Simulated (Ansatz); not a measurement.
# Si: energy over two strains, part 2 of 2

How does the energy of Si (Fd-3m, No. 227; 2 atoms in the cell) change over two coordinates at once? A grid of runs gives the map.

Ansatz 0.2.0; DFT LDA, scalar-relativistic, plane waves, PAW. Earlier steps stand in the parts before.

**9. Point (−8.25 %, −1.75 %)**

input.yaml

```yaml
crystal:
  lattice:
    - [0.0, 2.9472468443, 2.6535349594]
    - [2.501615019, 0.0, 2.6535349594]
    - [2.501615019, 2.9472468443, 0.0]
  atoms:
    - { symbol: Si, position: [0.5, 0.5, 0.5] }
    - { symbol: Si, position: [0.75, 0.75, 0.75] }
basis:
  ecutwfc: 420
kpoints:
  mp_grid: { grid: [12, 12, 12] }
hamiltonian:
  xc: lda
  pseudopotentials: { kind: paw, azcp: { folder: soft_1 } }
scf:
  occupations: { method: gaussian, width: 0.05 }
output:
  forces: true
  stress: true
  eigenvalues: true
```

Run with:

```sh
$ ansatz run input.yaml --threads 1 --pin off --max-ram 2048MiB --backend cpu --events-out ev --progress --plain --runs-dir out
```

The program printed (excerpt; [...] marks lines left out):

```text
[...]
SCF converged after 6 iterations
Free energy (F): -1217.130465 eV
[...]
E sigma→0 (E₀):  -1217.130368 eV
Entropy (-TS):   -0.000194 eV (-0.097 meV/atom)
Fermi energy:    6.468576 eV
[...]
--- Forces (eV/Å), atoms counted from 1 ---
  atom   1  Si    -0.00000000    -0.00000000     0.00000000
  atom   2  Si     0.00000000     0.00000000     0.00000000
[...]
--- Stress (GPa, compression-positive) ---
        5.844749       0.000000      -0.000000
        0.000000      -9.932646      -0.000000
       -0.000000      -0.000000       3.680875
  P = ⅓ Tr σ = -0.1357 GPa (-1.357 kbar)
--- Band table (eV; the first three rows and the last of 280) ---
  k-point 0: bands = ["-5.8195", "5.5829", "6.5412", "6.8326", "8.6770", "8.9053", "9.2394", "9.3875"]
[...]
```

Wall time 2 s (1 thread of AMD EPYC 9R45 (Zen 5), shared host); peak memory 0.41 GiB.

Energy on the map's scale: 85 meV/atom.

**10. Point (−8.25 %, 1.75 %)**

Changes to input.yaml since step 9:

```diff
@@ -2,5 +2,5 @@
   lattice:
-    - [0.0, 2.9472468443, 2.6535349594]
-    - [2.501615019, 0.0, 2.6535349594]
-    - [2.501615019, 2.9472468443, 0.0]
+    - [0.0, 2.8999828628, 2.7480629224]
+    - [2.4543510375, 0.0, 2.7480629224]
+    - [2.4543510375, 2.8999828628, 0.0]
   atoms:
@@ -21 +21,5 @@
   eigenvalues: true
+  write_density: true
+  write_potential: true
+  elf: true
+  volumetric_format: npy
```

Run with:

```sh
$ ansatz run input.yaml --threads 1 --pin off --max-ram 2048MiB --backend cpu --events-out ev --progress --plain --runs-dir out
```

The program printed (excerpt; [...] marks lines left out):

```text
Warning: <dir> the record states the generating functional pbe (its physics header spells it `PBE`), which answers neither for hamiltonian.xc's functional nor for the lda family's — results may be inconsistent (PPs are generated against a specific XC)
Warning: RAYON_NUM_THREADS=1 ignored (pool sized by the plan → 1); use --threads N
[...]
[... 3 set-up lines as earlier in the session ...]
[...]
Crystal: 2 atoms, lattice volume = 39.119 Å³
Basis set: ecut = 420 eV, 781 PW (Γ)
Bands: 8, of which v1, the nominal top of the filled ones, is band 4 counted from 1 (3 counted from 0)
[... 2 set-up lines as earlier in the session ...]
k-points: 280 of 1728
[...]
SCF iter   1: F=—  HF=-1217.410419 eV  |F-HF|=—  |Δ(HF+E_count)|=         —  Δρ=4.66e-2  dr2=8.07e-1  ethr=3.10e-3  ⟨swp⟩=6.6  Hψ=21863  notcnv=0
[...]
SCF iter   6: F=-1217.153932 eV  HF=-1217.153932 eV  |F-HF|=1.07e-10  |Δ(HF+E_count)|=   3.32e-9  Δρ=7.12e-7  dr2=2.29e-10  ethr=5.49e-10  ⟨swp⟩=6.1  Hψ=11840  notcnv=0
[...]
SCF converged after 6 iterations
Free energy (F): -1217.153932 eV
[...]
E sigma→0 (E₀):  -1217.153789 eV
Entropy (-TS):   -0.000287 eV (-0.144 meV/atom)
Fermi energy:    6.357779 eV
[...]
--- Forces (eV/Å), atoms counted from 1 ---
  atom   1  Si     0.00000000    -0.00000000    -0.00000000
  atom   2  Si    -0.00000000     0.00000000     0.00000000
[...]
--- Stress (GPa, compression-positive) ---
        6.050350      -0.000000      -0.000000
       -0.000000      -7.100825      -0.000000
       -0.000000      -0.000000       0.319219
  P = ⅓ Tr σ = -0.2438 GPa (-2.438 kbar)
--- Band table (eV; the first three rows and the last of 280) ---
  k-point 0: bands = ["-5.8182", "5.7718", "6.2914", "6.8995", "8.6092", "9.0404", "9.2074", "9.4910"]
[...]
```

Run time: 2.8 s. Hardware: 1 thread of AMD EPYC 9R45 (Zen 5), shared host; peak memory 0.42 GiB.

The maps below are laid out on this run's own conventional cell (a, b, c = 4.909, 5.496, 5.800 Å).

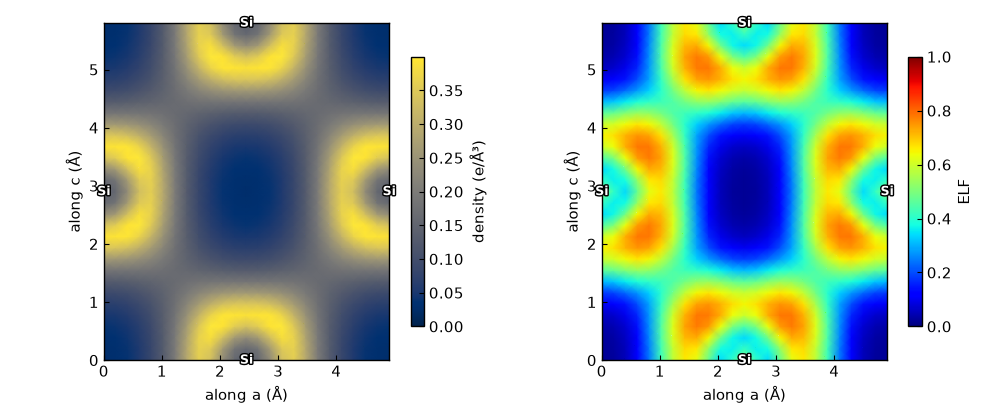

Density (left) and ELF (right) in a lattice plane of the grid's cell (edges 4.91 and 5.80 Å, at 0.000 of the third edge), which holds Si. Only atoms in the plane are labelled. Both are smooth fields of the valence electrons: close to the nuclei they are not physical.

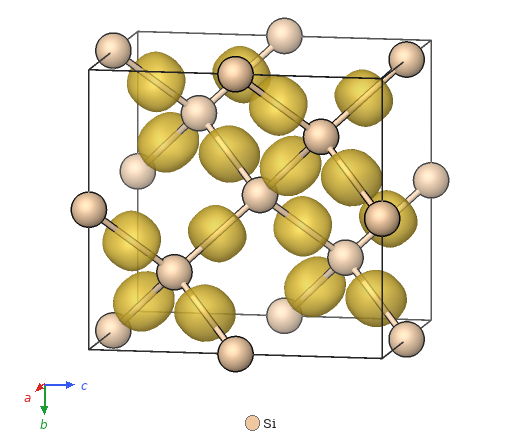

Surface of ELF = 0.85, drawn in one cell.

Outside the cores ELF peaks at 0.95 on the Si–Si line, 1.1 Å from Si.

On the map this point reads 73 meV/atom.

**11. The map**

45 points were computed, 36 more follow by symmetry. Energies in meV/atom, from the relaxed crystal:

```csv
"strain +e along z and -e/2 along x and y (%) ↓, strain +e along x and -e along y (%) →",−11.00,−8.25,−5.50,−2.75,0.00,2.75,5.50,8.25,11.00
7.00,134,97,69,53,47,53,69,97,134
5.25,125,83,52,33,26,33,52,83,125
3.50,122,75,41,19,11,19,41,75,122
1.75,124,73,35,11,3,11,35,73,124
0.00,132,77,35,9,0,9,35,77,132
−1.75,144,85,40,12,3,12,40,85,144
−3.50,162,98,51,20,10,20,51,98,162
−5.25,183,116,65,33,23,33,65,116,183
−7.00,208,136,82,49,38,49,82,136,208
```

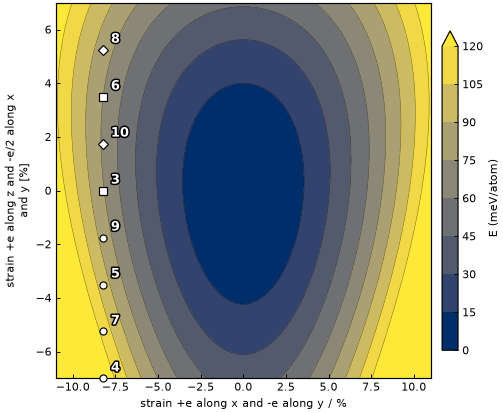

The map; numbers mark the steps of this session that print a point's run. Drawn: filled contours, one colour for all values above the top of the scale. Between grid points the surface is interpolated.

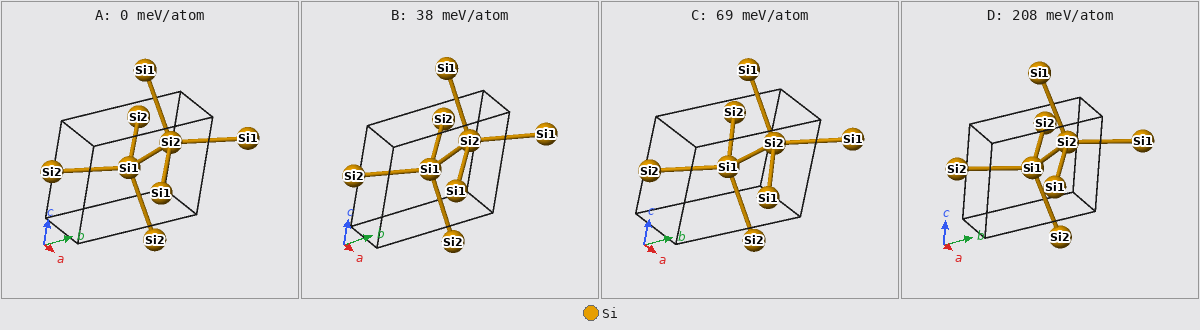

Structures on the grid, at one scale: A at (0.00 %, 0.00 %); B at (0.00 %, −7.00 %); C at (5.50 %, 7.00 %); D at (−11.00 %, −7.00 %).

On the same grid, band gap on the k-mesh (eV):

| strain +e along z and -e/2 along x and y (%) ↓, strain +e along x and -e along y (%) → | −11.00 | −8.25 | −5.50 | −2.75 | 0.00 | 2.75 | 5.50 | 8.25 | 11.00 |
| --- | --- | --- | --- | --- | --- | --- | --- | --- | --- |
| 7.00 | 0.00 | 0.00 | 0.00 | 0.00 | 0.00 | 0.00 | 0.00 | 0.00 | 0.00 |
| 5.25 | 0.00 | 0.00 | 0.00 | 0.00 | 0.00 | 0.00 | 0.00 | 0.00 | 0.00 |
| 3.50 | 0.00 | 0.00 | 0.00 | 0.00 | 0.16 | 0.00 | 0.00 | 0.00 | 0.00 |
| 1.75 | 0.00 | 0.00 | 0.00 | 0.00 | 0.30 | 0.00 | 0.00 | 0.00 | 0.00 |
| 0.00 | 0.00 | 0.00 | 0.00 | 0.00 | 0.45 | 0.00 | 0.00 | 0.00 | 0.00 |
| −1.75 | 0.00 | 0.00 | 0.00 | 0.14 | 0.17 | 0.14 | 0.00 | 0.00 | 0.00 |
| −3.50 | 0.00 | 0.00 | 0.00 | 0.00 | 0.00 | 0.00 | 0.00 | 0.00 | 0.00 |
| −5.25 | 0.00 | 0.00 | 0.00 | 0.00 | 0.00 | 0.00 | 0.00 | 0.00 | 0.00 |
| −7.00 | 0.00 | 0.00 | 0.00 | 0.00 | 0.00 | 0.00 | 0.00 | 0.00 | 0.00 |

The pressure (GPa) at each point:

| strain +e along z and -e/2 along x and y (%) ↓, strain +e along x and -e along y (%) → | −11.00 | −8.25 | −5.50 | −2.75 | 0.00 | 2.75 | 5.50 | 8.25 | 11.00 |
| --- | --- | --- | --- | --- | --- | --- | --- | --- | --- |
| 7.00 | −0.80 | −0.46 | −0.24 | −0.09 | 0.01 | −0.09 | −0.24 | −0.46 | −0.80 |
| 5.25 | −0.65 | −0.37 | −0.20 | −0.03 | 0.02 | −0.03 | −0.20 | −0.37 | −0.65 |
| 3.50 | −0.51 | −0.30 | −0.15 | −0.01 | 0.01 | −0.01 | −0.15 | −0.30 | −0.51 |
| 1.75 | −0.44 | −0.24 | −0.10 | 0.00 | 0.01 | 0.00 | −0.10 | −0.24 | −0.44 |
| 0.00 | −0.34 | −0.19 | −0.04 | 0.01 | 0.01 | 0.01 | −0.04 | −0.19 | −0.34 |
| −1.75 | −0.23 | −0.14 | 0.00 | 0.01 | 0.01 | 0.01 | 0.00 | −0.14 | −0.23 |
| −3.50 | −0.14 | −0.08 | 0.01 | 0.01 | 0.00 | 0.01 | 0.01 | −0.08 | −0.14 |
| −5.25 | −0.10 | −0.07 | −0.03 | −0.02 | −0.03 | −0.02 | −0.03 | −0.07 | −0.10 |
| −7.00 | −0.07 | −0.07 | −0.12 | −0.13 | −0.13 | −0.13 | −0.12 | −0.07 | −0.07 |

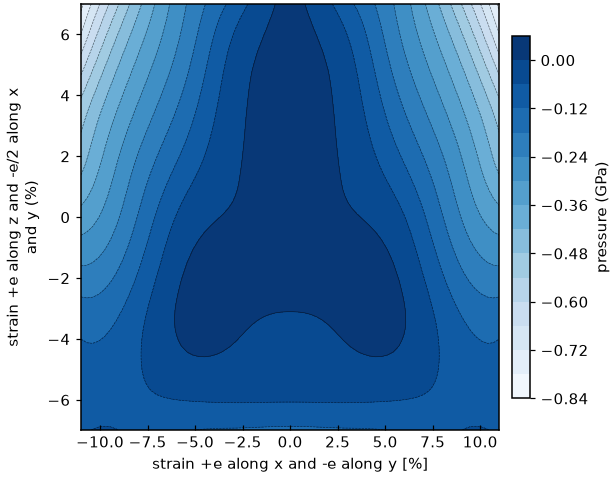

The pressure over the grid. Drawn: filled contours. Between grid points the surface is interpolated.

**12. Summary of results**

This closing draws on all 2 parts.

| quantity | value |
| --- | --- |
| lowest point | (0.00 %, 0.00 %), 0 meV/atom |
| highest computed point | (−11.00 %, −7.00 %), 208 meV/atom above the lowest |
| band gap on the k-mesh (eV) | 0.00 at (−11.00 %, −7.00 %) to 0.45 at (0.00 %, 0.00 %); 0.45 at the lowest point |
| pressure (GPa) | −0.80 at (−11.00 %, 7.00 %) to 0.02 at (0.00 %, 5.25 %); 0.01 at the lowest point |
| time for all points | 82 s on 1 thread, shared host |

**Reading.** The lowest computed point is at (0.00 %, 0.00 %), which is the relaxed crystal itself. No other kind of well shows on this grid. The highest computed point, (−11.00 %, −7.00 %), lies 208 meV/atom above the lowest. Round the minimum the two coordinates are nearly uncoupled. The curvatures of the interpolated surface at the minimum, over the volume, give stiffnesses of about 190 and 150 GPa for the two patterns (per unit amplitude as drawn, so not the usual moduli); on a grid this wide they are rough. The gap closes in part of the range.

The gaps are Kohn-Sham values of a semilocal functional, not quasiparticle or optical gaps. Such gaps usually fall short of the measured ones.
